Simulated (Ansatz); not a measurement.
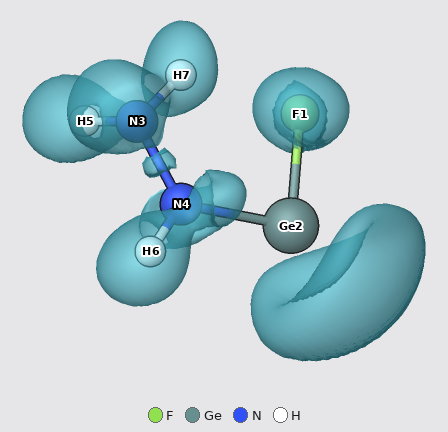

Figure 1: FGeH$_{3}$N$_{2}$ (SMILES N/[NH+]=[Ge-]\[F]). Isosurface of the ELF at 0.8 (cyan), seen at a tilt. Core shells and regions of very low density are left out.

Geometry: r2SCAN-D4/def2-SVP.

Computed with Ansatz, isolated molecule in a Gaussian basis; Kohn-Sham density functional theory, functional PBE0.

The calculation's input:

```
crystal:
  periodic: [false, false, false]
  atoms:
    - symbol: F
      position_ang: [-0.342908, -0.096159, -1.551207]
    - symbol: Ge
      position_ang: [-1.779133, -1.104684, -1.878812]
    - symbol: N
      position_ang: [-1.893490, -0.012777, 0.817545]
    - symbol: N
      position_ang: [-2.500539, -0.720790, -0.242769]
    - symbol: H
      position_ang: [-2.352177, 0.900686, 0.900508]
    - symbol: H
      position_ang: [-3.348371, -1.192868, 0.072687]
    - symbol: H
      position_ang: [-0.941065, 0.190376, 0.501698]
basis:
  gaussian: {orbitals: def2-TZVPD}
hamiltonian: {xc: {name: PBE0}}
output: {forces: true, orbitals: {seedname: orbitals}}
```

Run with:

```sh
ansatz run input.yaml --threads 2 --pin off --max-ram 4350MiB --events-out events.jsonl --progress --plain --runs-dir runs
```

**Describe the localisation domains.**

At this value the surface marks out one region between bonded N–N atoms (shared pairs), one region around a hydrogen nucleus, one lobe on Ge, pointing away from the bonds (lone pairs), one region wrapped around F (its valence shell) and one joined region spread over several atoms (H, N), in which their bonds and any lone pairs are merged. Along the contacts the grid gives the following. N–N (1.41 Å): the ELF peaks at about 0.90 between the atoms, as expected for a covalent bond. Ge–F (1.79 Å): the ELF peaks at about 0.85 in the valence shell of F, 0.5 Å from its nucleus, and is about 0.25 at the midpoint.
